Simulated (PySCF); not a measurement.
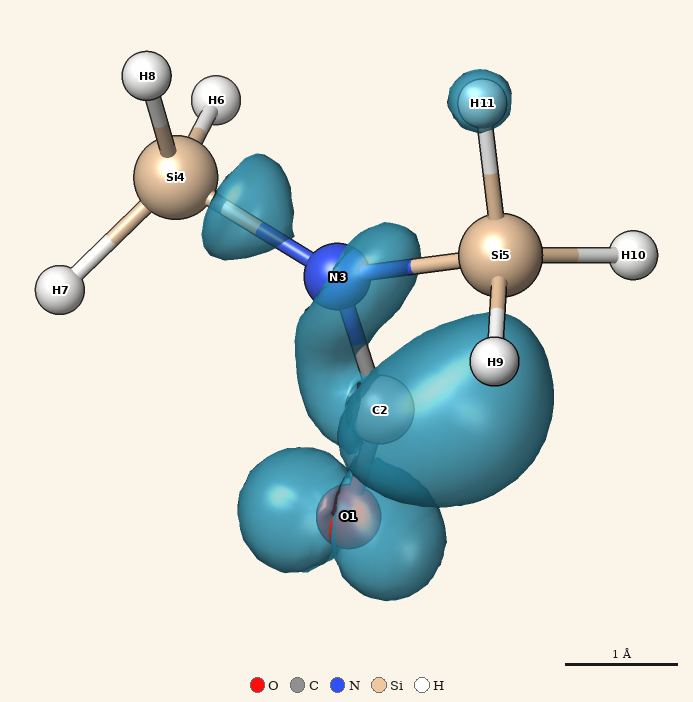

Figure. CH₆NOSi₂, doublet, SMILES `O=[C]N([SiH3])[SiH3]`. Spin density ρα − ρβ at ±0.03 e/Å³ (light blue: excess α, orange: excess β).

Method: BP86/cc-pVTZ; geometry: GFN2-xTB; program: PySCF. No frequency check shows the geometry to be a minimum. The stability of the open-shell solution wasn't checked. GFN2-xTB doesn't know the spin state, so this open-shell geometry is rough.

Give the atomic spin populations that go with this picture.

Hirshfeld spin populations: C2 +0.39, O1 +0.24, Si5 +0.11, N3 +0.10 and Si4 +0.08. ⟨S²⟩ = 0.75, as for a pure state.
